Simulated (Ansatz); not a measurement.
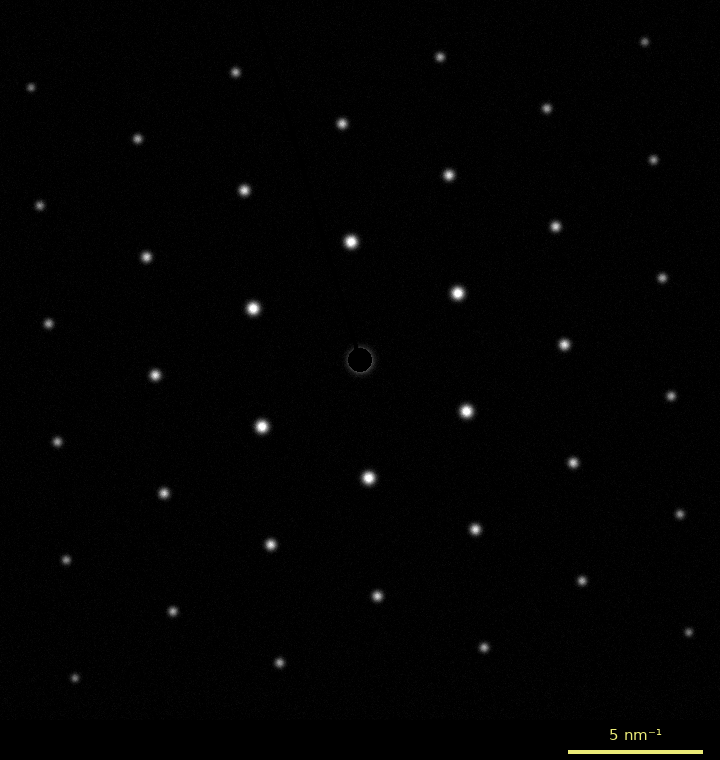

Kinematic zone-axis pattern, calculated for 300 keV electrons with B = 0.5 Å².

It belongs to W, space group Im-3m (No. 229), a = 3.184 Å. Structure: the input geometry of an electronic-structure calculation (not necessarily at equilibrium).

Q: Which low-index zone axis gives this pattern?

A: The spots form a hexagonal net with both shortest vectors at d = 2.25 Å, 60.0° apart. They index as -1 1 0 and -1 0 1, so the zone axis is [111] (or an equivalent direction of <111>).
